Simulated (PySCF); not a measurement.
System: C$_{4}$H$_{8}$B$_{2}$FN.

```yaml
atoms:
  - { symbol: B, position_ang: [3.3228, 0.1306, -0.6995] }
  - { symbol: N, position_ang: [1.9175, 0.0555, -0.6626] }
  - { symbol: B, position_ang: [1.0603, 0.1261, 0.4584] }
  - { symbol: C, position_ang: [-0.4714, 0.0084, 0.2458] }
  - { symbol: C, position_ang: [-1.2827, -0.0921, -0.8254] }
  - { symbol: C, position_ang: [-2.5468, -0.0668, -0.0185] }
  - { symbol: F, position_ang: [-3.3706, -1.1639, -0.1264] }
  - { symbol: C, position_ang: [-1.6323, -0.0396, 1.2274] }
  - { symbol: H, position_ang: [3.9094, 0.2700, 0.3018] }
  - { symbol: H, position_ang: [3.8745, 0.0542, -1.7306] }
  - { symbol: H, position_ang: [1.4526, -0.0691, -1.5531] }
  - { symbol: H, position_ang: [1.5166, 0.2679, 1.5259] }
  - { symbol: H, position_ang: [-1.1372, -0.1488, -1.8894] }
  - { symbol: H, position_ang: [-3.1861, 0.8121, -0.1564] }
  - { symbol: H, position_ang: [-1.7500, 0.8207, 1.8834] }
  - { symbol: H, position_ang: [-1.6842, -0.9561, 1.8103] }
```

Geometry: GFN2-xTB.

The calculation used PBE0/pcSseg-1, SCF density, gas phase, non-relativistic (PySCF).

Predict the electron density and electron localisation function between the atoms.

Answer. C–C (1.35 Å): ρ at the midpoint is about 2.2 e/Å³; the ELF peaks at about 0.90 between the atoms: a covalent bond.
B–N (1.41 Å): the density is about 1.9 e/Å³ at the midpoint; the ELF peaks at about 0.95 between the atoms, as expected for a polar covalent bond.
C–B (1.55 Å): ρ at the midpoint is about 1.4 e/Å³; the ELF peaks at about 1 between the atoms, as expected for localised, covalent bonding.
N–H (1.01 Å): ρ is about 2.9 e/Å³ halfway; the ELF climbs to about 1 towards the hydrogen, as it does in any bond to H (a covalent bond by its length).

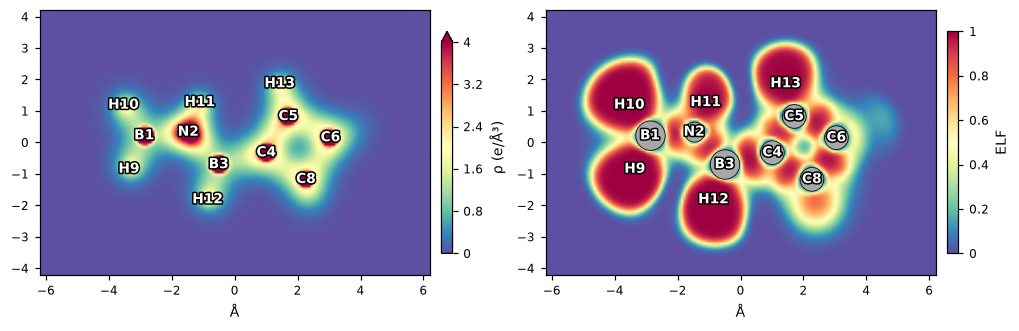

Computed electron density and electron localisation function on the plane of atoms B1, N2 and B3, in this order. Grey discs cover the atomic cores in the ELF map. 
